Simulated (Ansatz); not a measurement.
Method: PBE (plane waves to 420 eV, PAW; Ansatz, a first-principles code).

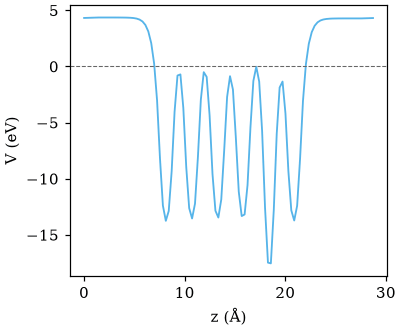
Electrostatic potential energy of an electron, averaged over planes parallel to the surface, in eV from the Fermi level, for a constructed model of the (0001) surface of hcp Hf, a layer of Zr in place of the second plane (bottom of the slab: a bare face, its two planes held)

Model: 6-atom slab, 12.7 Å thick at the start, 13x13x1 mesh, Fermi-Dirac 0.1 eV, dipole correction, 2 atoms held, the rest relaxed; start symmetry kept, larger cells not searched; no spin, no spin-orbit, no U. It is one candidate, not shown to be the stable structure of the face.

The vacuum level lies 4.28 eV above the Fermi level over the top face and 4.36 eV above it under the bottom face.
